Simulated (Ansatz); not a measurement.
Consider AlClFH$_{3}$.

The calculation's input:

```
crystal:
  periodic: [false, false, false]
  atoms:
    - {symbol: Al, position_ang: [-0.777539, -0.246030, -0.037222]}
    - {symbol: Cl, position_ang: [1.436695, 1.057477, -0.549195]}
    - {symbol: H, position_ang: [-0.975728, -1.000283, -1.409275]}
    - {symbol: H, position_ang: [-1.680192, 0.939512, 0.482750]}
    - {symbol: H, position_ang: [1.850872, 0.284834, 0.397060]}
    - {symbol: F, position_ang: [0.145893, -1.035411, 1.115883]}
basis:
  gaussian: {orbitals: def2-TZVPP}
hamiltonian: {xc: pbe0, dispersion: d4}
output: {orbitals: {seedname: orbitals}}
```

Command:

```sh
ansatz run in.yaml --threads 2 --pin off --events-out ev --progress --plain --max-ram 4352MiB
```

The product side of a reaction path; geometry: PBE0-D4/def2-TZVP.

Method: Ansatz 0.2.0, RKS PBE0-D4/def2-TZVPP.

Predict the electron density and electron localisation function between the atoms.

Al–F (1.67 Å): ρ at the midpoint is about 0.86 e/Å³; the ELF peaks at about 0.85 in the valence shell of F, 0.5 Å from its nucleus, and is about 0.35 at the midpoint.
Al–Cl (2.62 Å): the density is about 0.25 e/Å³ at the midpoint, with its minimum of 0.15 e/Å³ about 1.0 Å from Al; the ELF peaks at about 0.90 in the valence shell of Cl, 0.9 Å from its nucleus, and is about 0.65 at the midpoint.
Cl–H (1.29 Å): ρ is about 2 e/Å³ halfway; the ELF climbs to about 1 towards the hydrogen, as it does in any bond to H; an ordinary covalent bond to hydrogen.

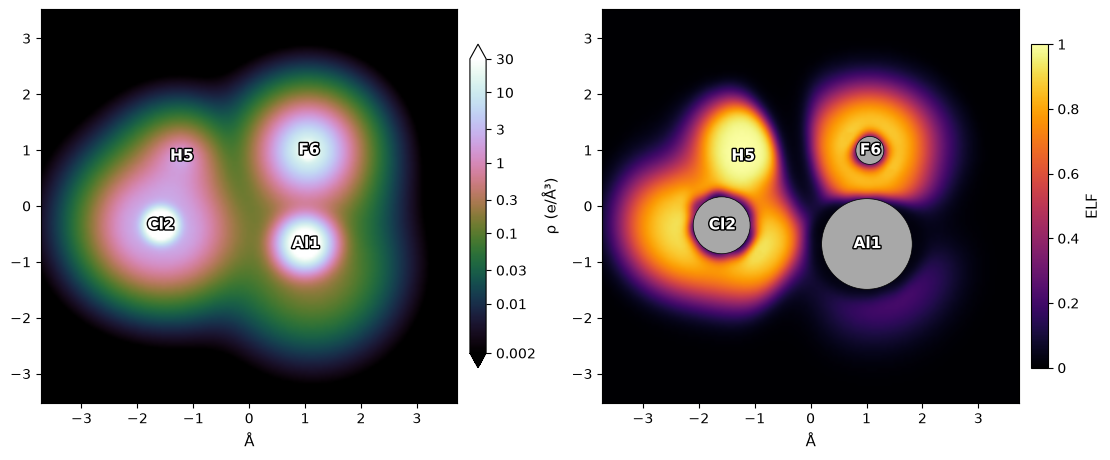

Computed electron density and electron localisation function on the plane of atoms Al1, Cl2 and H5, in this order. Grey discs cover the atomic cores in the ELF map. 
